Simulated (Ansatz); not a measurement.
# Run report: W12C, single-point calculation

System: W12C (slab, 13 atoms in the cell).
Method: DFT, PBE, plane waves, PAW, PAW set soft_1, no spin polarisation (Ansatz 0.2.0).

The structure derives from an entry of the Crystallography Open Database. Figures and captions count atoms from 1; the log counts them from 0 in places.

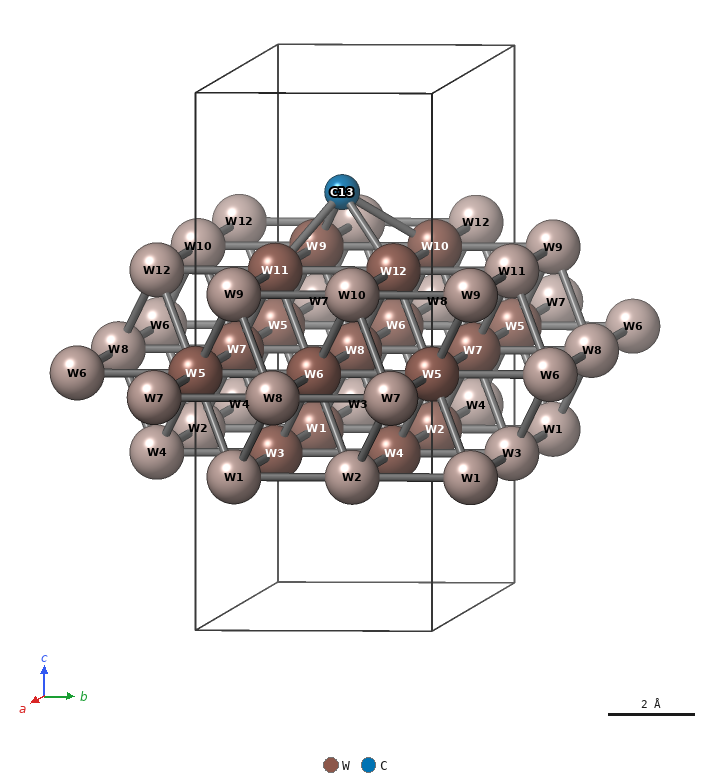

*The structure (ball-and-stick view of the cell of the calculation, with the vacuum cut short, seen slightly off an axis; neighbours outside the cell are drawn fainter; atoms are numbered from 1 in the order of the input). An atom can appear more than once, as a periodic image.*

Near neighbours in the periodic cell (some may lie outside the picture): W has 6 W at 2.70 to 2.76 Å; W has 8 W at 2.70 to 2.76 Å; W has 1 C at 1.83 to 2.75 Å and 6 W at 2.70 to 2.76 Å; C has 4 W at 1.83 to 2.75 Å.

### The input
```yaml
crystal:
  lattice:
    - [5.5143287196, 0.0, 0.0]
    - [-1.8381095732, 5.1989589751, 0.0]
    - [0.0, 0.0, 19.8562160745]
  atoms:
    - { symbol: W, position: [0.25, 0.25, 0.201448251] }
    - { symbol: W, position: [0.25, 0.75, 0.201448251] }
    - { symbol: W, position: [0.75, 0.25, 0.201448251] }
    - { symbol: W, position: [0.75, 0.75, 0.201448251] }
    - { symbol: W, position: [0.0, 0.0, 0.3111437104] }
    - { symbol: W, position: [0.0, 0.5, 0.3111437104] }
    - { symbol: W, position: [0.5, 0.0, 0.3111437104] }
    - { symbol: W, position: [0.5, 0.5, 0.3111437104] }
    - { symbol: W, position: [0.25, 0.25, 0.4208362783] }
    - { symbol: W, position: [0.25, 0.75, 0.4208362783] }
    - { symbol: W, position: [0.75, 0.25, 0.4208362783] }
    - { symbol: W, position: [0.75, 0.75, 0.4208362783] }
    - { symbol: C, position: [0.4166666667, 0.4166666667, 0.4956250708] }
  symmetry: { detect: false }
kpoints:
  mp_grid: { grid: [5, 5, 1] }
hamiltonian:
  xc: pbe
  pseudopotentials: { kind: paw, azcp: { folder: soft_1 } }
scf:
  occupations: { method: gaussian, width: 0.1 }
output:
  forces: true
  eigenvalues: true
efield:
  axis: 3
  dipole_correction: true
  ramp_width: 0.04
```

Run on 4 threads of Arm Neoverse N1, 98 GiB of memory available, shared host.

Launched with:
```bash
ansatz run input.yaml --threads 4 --pin off --max-ram 12288MiB --backend cpu --events-out ev --progress --plain --runs-dir out
```

### The program's output
```
Engine: ansatz 0.2.0, aarch64-unknown-linux-gnu
Pseudopotentials: kind: paw
Pseudopotential: W, paw, valence charge 14, recommended cutoff 420 eV (normal), [file]
Pseudopotential: C, paw, valence charge 4, recommended cutoff 420 eV (normal), [file]
Functional definition: PBE
  parameter kappa = 0.804
  parameter beta = 0.06672455060314922
  exchange = pbe_x(kappa = kappa, mu = beta*pi^2/3)
  correlation = pbe_c(beta = beta)
Crystal: 13 atoms, lattice volume = 569.253 Å³
Basis set: ecut = 420 eV, 11115 PW (Γ), exchange–correlation on 80×80×270 points (8 copies of the dense FFT grid, shifted against one another)
Bands: 104, of which v1, the nominal top of the filled ones, is band 86 counted from 1 (85 counted from 0)
Symmetry: 1 space group operations
k-points: 13 of 25 (time reversal used)
Non-local potential: W, projectors of the file, l = 0: 3, l = 1: 2, l = 2: 2, l = 3: 1
Non-local potential: C, projectors of the file, l = 0: 2, l = 1: 2, l = 2: 1
PAW form: soft (Blöchl's): semilocal exchange-correlation on the pseudo side does not see the compensation charge
PAW one-centre angular grid: W, 590 points (default); XC on 64 Gauss nodes
PAW one-centre angular grid: C, 110 points (default); XC on 64 Gauss nodes
Initial density: superposition of atomic densities (neutral atoms: chi_scale 0, normalization atom)
Initial wavefunctions: pseudopotential atomic-orbital guess
Functional: x = pbe(κ = 0.804, μ = 0.2195149727645171), c = pbe(β = 0.06672455060314922)
SCF iter   1: F=—  HF=-124874.976229 eV  |F-HF|=—  |Δ(HF+E_count)|=         —  Δρ=4.82e-2  dr2=3.68e1  ethr=3.10e-3  p=0.000 e·Å  D=1.80e-7 V/Å  ΔV_dip=-0.00 eV  dr2_dipole=3.66e0  V_vac-E_F(+/−)=7.07/7.07 eV  ⟨swp⟩=9.1  Hψ=6601  notcnv=0
efield: sawtooth ramp at fractional position 0.8285 (placed from the atoms, in the widest stretch of the axis that holds none; the zero of the levels goes with the place), width 0.0400; the density the first Hamiltonian is built on has a dipole p = 0.000 e·Å; the dipole correction subtracts the counter field D = 1.80e-7 V/Å, which shifts the + side's vacuum level by -0.00 eV against the − side's; the planar-averaged density in the ramp window peaks in size at 3.4e-7 e/Å³
preconditioner: auto → LDOS  [metal: Δε(μ)=0.052 eV  Ē_g=5.086 eV  σ=0.100 eV  W_gap=0.28  n_scr=94 (ndim 8)  ℏωp=13.6 eV  f_vac=0.551  D(μ)=12.76/eV (n_scr^D=80)  β→1.0]
SCF iter   2: F=—  HF=-124870.332093 eV  |F-HF|=—  |Δ(HF+E_count)|=    4.64e0  Δρ=3.29e-2  dr2=1.12e1  ethr=3.10e-3  p=-0.058 e·Å  D=-1.86e-2 V/Å  ΔV_dip=0.37 eV  dr2_dipole=6.45e-1  V_vac-E_F(+/−)=5.67/5.30 eV  ⟨swp⟩=4.0  Hψ=3437  notcnv=0  defer=129
SCF iter   3: F=—  HF=-124868.654291 eV  |F-HF|=—  |Δ(HF+E_count)|=    1.68e0  Δρ=7.27e-3  dr2=5.70e-1  ethr=3.10e-3  p=-0.081 e·Å  D=-2.59e-2 V/Å  ΔV_dip=0.51 eV  dr2_dipole=1.54e-2  V_vac-E_F(+/−)=5.88/5.37 eV  ⟨swp⟩=3.6  Hψ=3121  notcnv=0  defer=131
SCF iter   4: F=—  HF=-124868.594472 eV  |F-HF|=—  |Δ(HF+E_count)|=   5.98e-2  Δρ=2.36e-3  dr2=7.97e-2  ethr=3.32e-4  p=-0.109 e·Å  D=-3.46e-2 V/Å  ΔV_dip=0.69 eV  dr2_dipole=1.50e-4  V_vac-E_F(+/−)=5.81/5.13 eV  ⟨swp⟩=2.0  Hψ=1988  notcnv=0  defer=131
SCF iter   5: F=—  HF=-124868.592738 eV  |F-HF|=—  |Δ(HF+E_count)|=   1.73e-3  Δρ=1.00e-3  dr2=1.23e-2  ethr=4.63e-5  p=-0.123 e·Å  D=-3.92e-2 V/Å  ΔV_dip=0.78 eV  dr2_dipole=1.66e-4  V_vac-E_F(+/−)=5.77/4.99 eV  ⟨swp⟩=2.5  Hψ=2253  notcnv=0  defer=131
SCF iter   6: F=—  HF=-124868.592063 eV  |F-HF|=—  |Δ(HF+E_count)|=   6.76e-4  Δρ=3.21e-4  dr2=1.15e-3  ethr=7.13e-6  p=-0.131 e·Å  D=-4.17e-2 V/Å  ΔV_dip=0.83 eV  dr2_dipole=4.37e-5  V_vac-E_F(+/−)=5.77/4.94 eV  ⟨swp⟩=2.8  Hψ=2049  notcnv=0  defer=131
SCF iter   7: F=—  HF=-124868.592224 eV  |F-HF|=—  |Δ(HF+E_count)|=   1.61e-4  Δρ=1.12e-4  dr2=1.76e-4  ethr=6.67e-7  p=-0.134 e·Å  D=-4.26e-2 V/Å  ΔV_dip=0.85 eV  dr2_dipole=2.44e-8  V_vac-E_F(+/−)=5.76/4.91 eV  ⟨swp⟩=2.7  Hψ=1995  notcnv=0  defer=131
SCF iter   8: F=—  HF=-124868.592254 eV  |F-HF|=—  |Δ(HF+E_count)|=   3.04e-5  Δρ=4.10e-5  dr2=1.96e-5  ethr=1.02e-7  p=-0.136 e·Å  D=-4.32e-2 V/Å  ΔV_dip=0.86 eV  dr2_dipole=9.74e-7  V_vac-E_F(+/−)=5.76/4.90 eV  ⟨swp⟩=2.7  Hψ=1881  notcnv=0  defer=131
SCF iter   9: F=—  HF=-124868.592542 eV  |F-HF|=—  |Δ(HF+E_count)|=   2.88e-4  Δρ=1.43e-5  dr2=1.66e-6  ethr=1.14e-8  p=-0.136 e·Å  D=-4.33e-2 V/Å  ΔV_dip=0.86 eV  dr2_dipole=2.75e-8  V_vac-E_F(+/−)=5.76/4.90 eV  ⟨swp⟩=2.4  Hψ=1919  notcnv=0  defer=131
SCF iter  10: F=—  HF=-124868.592544 eV  |F-HF|=—  |Δ(HF+E_count)|=   1.51e-6  Δρ=5.88e-6  dr2=3.87e-7  ethr=9.67e-10  p=-0.137 e·Å  D=-4.34e-2 V/Å  ΔV_dip=0.86 eV  dr2_dipole=8.59e-9  V_vac-E_F(+/−)=5.76/4.89 eV  ⟨swp⟩=2.9  Hψ=2526  notcnv=0  defer=131
SCF iter  11: F=-124868.592544 eV  HF=-124868.592544 eV  |F-HF|=4.17e-8  |Δ(HF+E_count)|=   1.91e-7  Δρ=1.86e-6  dr2=2.81e-8  ethr=5.81e-11  p=-0.137 e·Å  D=-4.34e-2 V/Å  ΔV_dip=0.86 eV  dr2_dipole=1.18e-9  V_vac-E_F(+/−)=5.76/4.89 eV  ⟨swp⟩=17.2  Hψ=7266  notcnv=0
SCF 1 converged in 11 iterations: F = -124868.592544 eV  dr2 = 2.81e-8
  greatest PAW one-centre occupation: 0.999 electrons in one spin orbital (limit 2), on the W atom at site 8 (counted from 0), in its partial waves of l = 0
```

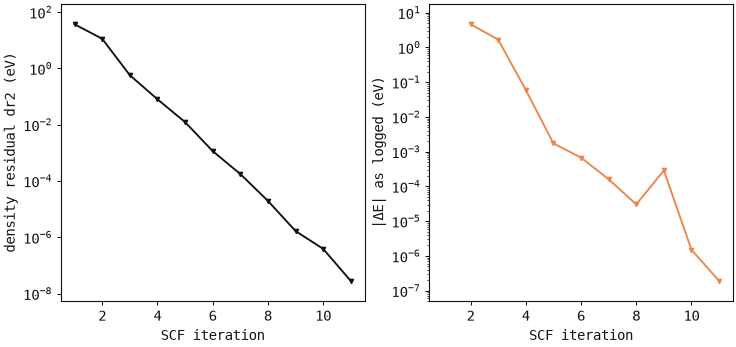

*Convergence of the self-consistent field: density residual dr2 and size of the energy change against the SCF iteration.*

The residual falls at every step.

```
SCF converged after 11 iterations
Free energy (F): -124868.592544 eV
Harris-Foulkes:  -124868.592544 eV  (|F-HF|=4.17e-8)
Internal energy: -124868.546042 eV  (E = F + TS)
E sigma→0 (E₀):  -124868.569293 eV
Entropy (-TS):   -0.046502 eV (-3.577 meV/atom)
Fermi energy:    4.177304 eV
Dipole field:    D = -0.043463 V/Å  (p = -0.136729 e·Å, saw-weighted, corrected)
Work function:   Φ+ = 5.7565 eV   Φ− = 4.8935 eV
Levels:          The Fermi level and band energies are counted from a zero that moves with the ramp; work functions are not
--- Per-component energies (eV) ---
  E_band       = -4034.700098
  E_kinetic    = 5119.439471
  E_local      = -145703.063847  (includes V_loc(G=0)·N_el)
  E_nonlocal   = -275.377918
  E_hartree    = 70798.176707
  E_xc         = -3242.353056
  E_vxc        = -2811.010341  (∫ρ·V_xc dr)
  E_paw        = -103032.925655  (= ΣΔE_a)
  E_vpaw       = -1956.142651  (= ΣTr[D̂ρ^β])
  E_aug_tail   = 0.001794  (compensation charges beyond the density's cutoff)
  E_efield     = 0.002971  (sawtooth field / dipole correction)
  E_vefield    = -4.907841  (∫n·V_field dr)
  E_ewald      = 51467.553490
  E_smearing   = -0.046502  (= −TS)
  E_closure    = -0.000000  (closes the sum)
  Σ components = -124868.592544   (vs F -124868.592544, Δ=0.00e0)
--- Forces (eV/Å), atoms counted from 1 ---
  atom   1  W     -0.05258057    -0.07436009     0.11385745
  atom   2  W      0.01608993    -0.04336688    -0.20599186
  atom   3  W     -0.04624994     0.00071411    -0.20599193
  atom   4  W      0.12824944     0.18137205     0.15271968
  atom   5  W     -0.21198451    -0.29979140    -0.84964530
  atom   6  W     -0.05151797     0.00358348     0.07365125
  atom   7  W      0.02055120    -0.04737727     0.07365127
  atom   8  W      0.16693063     0.23607574    -0.64241170
  atom   9  W     -1.13825766    -1.60973940    -0.87775269
  atom  10  W      0.17507924    -0.62146978     0.60474304
  atom  11  W     -0.64428707    -0.04209033     0.60474308
  atom  12  W     -0.33529839    -0.47418355     1.14784286
  atom  13  C      1.97326658     2.79062031     0.01058752
  max |Σ_I F_I| component: 1.30e-5 eV/Å
--- Band table (eV; the first three rows and the last of 13) ---
  k-point 0: bands = ["-69.9022", "-69.8191", "-69.8181", "-69.8021", "-69.7900", "-69.7826", "-69.7398", "-69.7076", "-69.6815", "-69.6212", "-69.5868", "-69.2686", "-34.7580", "-34.7358", "-34.7111", "-34.6198", "-34.5568", "-34.5467", "-34.3912", "-34.3336", "-34.3079", "-34.2954", "-34.2903", "-34.2576", "-34.1399", "-34.0694", "-34.0005", "-33.9784", "-33.9581", "-33.9304", "-33.8796", "-33.8647", "-33.8288", "-33.8124", "-33.7983", "-33.6108", "-33.6095", "-33.5887", "-33.5868", "-33.5671", "-33.5005", "-33.4824", "-33.4318", "-33.3809", "-33.3781", "-33.3092", "-33.2787", "-33.2433", "-5.6750", "-4.1991", "-2.1436", "-1.7778", "-1.5317", "-1.4741", "-1.3849", "-1.3040", "-1.1983", "-0.9579", "-0.8725", "-0.2339", "-0.1100", "0.0151", "0.8321", "0.9561", "1.0008", "1.0052", "1.0422", "1.1843", "1.3090", "1.5074", "1.5538", "2.0234", "2.1219", "2.6701", "2.7761", "2.8255", "3.0749", "3.2488", "3.3413", "3.5098", "3.7601", "4.1754", "4.2476", "4.4829", "4.9357", "5.1197", "5.2648", "5.4653", "5.5949", "5.7664", "5.9530", "5.9634", "6.1304", "6.2493", "6.2583", "6.3838", "6.4038", "6.4112", "6.4784", "6.5250", "6.6575", "6.6754", "6.9024", "6.9787"]
  k-point 1: bands = ["-69.8946", "-69.8257", "-69.8129", "-69.8062", "-69.7922", "-69.7785", "-69.7432", "-69.7040", "-69.6817", "-69.6216", "-69.5904", "-69.2691", "-34.7222", "-34.6740", "-34.6616", "-34.5928", "-34.5295", "-34.5061", "-34.3719", "-34.3370", "-34.2967", "-34.2893", "-34.2315", "-34.2084", "-34.1716", "-34.0924", "-34.0228", "-33.9950", "-33.9633", "-33.9490", "-33.8978", "-33.8497", "-33.8103", "-33.7833", "-33.7576", "-33.6834", "-33.6435", "-33.6343", "-33.5993", "-33.5695", "-33.5302", "-33.5010", "-33.4601", "-33.4374", "-33.3806", "-33.3416", "-33.3176", "-33.2712", "-5.5546", "-3.9349", "-1.8634", "-1.6353", "-1.4475", "-1.2060", "-1.1705", "-1.1017", "-0.9667", "-0.7931", "-0.6752", "-0.1501", "0.1824", "0.3038", "0.8968", "1.0241", "1.0306", "1.1332", "1.1888", "1.2432", "1.2719", "1.5476", "1.7268", "1.9919", "2.0511", "2.3231", "2.4335", "2.7056", "2.8670", "3.0896", "3.1882", "3.3346", "3.7620", "3.7895", "3.8828", "4.0951", "4.3210", "4.4628", "4.7952", "4.9523", "5.2483", "5.3992", "5.7939", "5.8580", "5.9196", "5.9647", "6.1066", "6.2011", "6.3329", "6.3762", "6.4936", "6.5510", "6.6350", "6.7285", "6.8881", "6.9744"]
  k-point 2: bands = ["-69.8746", "-69.8458", "-69.8068", "-69.8036", "-69.7984", "-69.7715", "-69.7514", "-69.6949", "-69.6852", "-69.6205", "-69.5976", "-69.2699", "-34.6510", "-34.5979", "-34.5312", "-34.4902", "-34.4750", "-34.4674", "-34.3929", "-34.3522", "-34.2979", "-34.2828", "-34.1869", "-34.1248", "-34.0903", "-34.0824", "-34.0596", "-34.0012", "-33.9559", "-33.9182", "-33.9103", "-33.8927", "-33.8294", "-33.7883", "-33.7659", "-33.7398", "-33.7073", "-33.6670", "-33.6525", "-33.6216", "-33.5919", "-33.5777", "-33.5237", "-33.4970", "-33.4366", "-33.3668", "-33.3528", "-33.2862", "-5.3684", "-3.1932", "-2.2444", "-1.2769", "-0.9204", "-0.6542", "-0.5311", "-0.4743", "-0.4555", "-0.4127", "-0.2246", "-0.1084", "0.4896", "0.7969", "0.9204", "1.0417", "1.0840", "1.1380", "1.1528", "1.2975", "1.4818", "1.7262", "1.7656", "1.9200", "2.0448", "2.2597", "2.3472", "2.4014", "2.5843", "2.7258", "2.8637", "2.9798", "3.0098", "3.1254", "3.2773", "3.3569", "3.6921", "4.0401", "4.3448", "4.4952", "4.6844", "4.8435", "5.1679", "5.4805", "5.6013", "5.6871", "5.8179", "5.8898", "5.9459", "6.1016", "6.1950", "6.2960", "6.3572", "6.3950", "6.4734", "6.6640"]
  k-point 12: bands = ["-69.8749", "-69.8328", "-69.8111", "-69.8025", "-69.7982", "-69.7777", "-69.7546", "-69.6908", "-69.6837", "-69.6232", "-69.6006", "-69.2704", "-34.6339", "-34.5515", "-34.5278", "-34.5133", "-34.4491", "-34.4364", "-34.3790", "-34.2886", "-34.2456", "-34.1966", "-34.1663", "-34.0989", "-34.0813", "-34.0611", "-34.0500", "-33.9975", "-33.9679", "-33.9441", "-33.9324", "-33.8734", "-33.8264", "-33.8097", "-33.7803", "-33.7388", "-33.7262", "-33.7041", "-33.6746", "-33.6316", "-33.5919", "-33.5752", "-33.5716", "-33.5285", "-33.4531", "-33.4324", "-33.4236", "-33.3445", "-5.3835", "-3.2115", "-1.7028", "-1.2362", "-1.0839", "-0.7625", "-0.6142", "-0.5022", "-0.4025", "-0.3836", "-0.3074", "0.1363", "0.6180", "0.8599", "0.9688", "1.0338", "1.0961", "1.2841", "1.3687", "1.4194", "1.5688", "1.8158", "1.9834", "2.1276", "2.2241", "2.3471", "2.5676", "2.6991", "2.8241", "2.8874", "2.9678", "3.0446", "3.2042", "3.3143", "3.4785", "3.6158", "3.8387", "4.1502", "4.2108", "4.2745", "4.5337", "4.7028", "4.8623", "4.9238", "5.0048", "5.1320", "5.2130", "5.6079", "5.6785", "6.0233", "6.2048", "6.3462", "6.4958", "6.5515", "6.6775", "6.9907"]
```

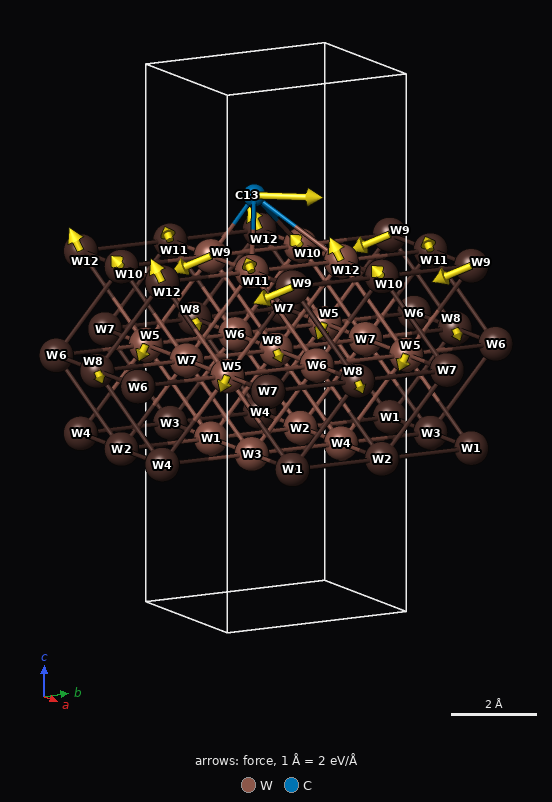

*Forces on the atoms as yellow arrows (ball-and-stick view of the cell of the calculation, with the vacuum cut short, seen slightly off an axis; neighbours outside the cell are drawn fainter; atoms are numbered from 1 in the order of the input); the smallest are left out.*

The largest act on C13 (3.42 eV/Å); W9 (2.16 eV/Å); W12 (1.29 eV/Å). The geometry is not a stationary point of this energy.

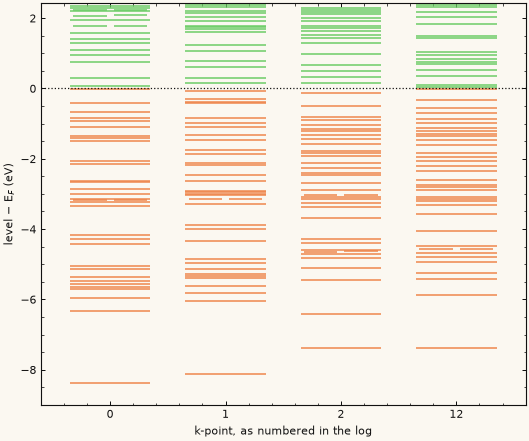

*Kohn–Sham levels near the Fermi level (dotted) at the few k-points that the log prints; levels within 0.02 eV of each other stand side by side.*

The system is metallic on the full mesh.

### Key numbers

```tsv
quantity	value
outcome	converged
electrons treated	172
free energy	−124868.5925 eV
Fermi energy	4.177 eV
gap on the k-point mesh	none (metallic)
largest force (length of the vector)	3.418 eV/Å
wall time	42 s (CPU time 2.7 min)
peak memory	1.6 GiB
```

Settings chosen away from the usual ones: crystal.symmetry set to {"detect": false}; basis.ecutwfc removed. Spin–orbit coupling is left out, which matters for W.
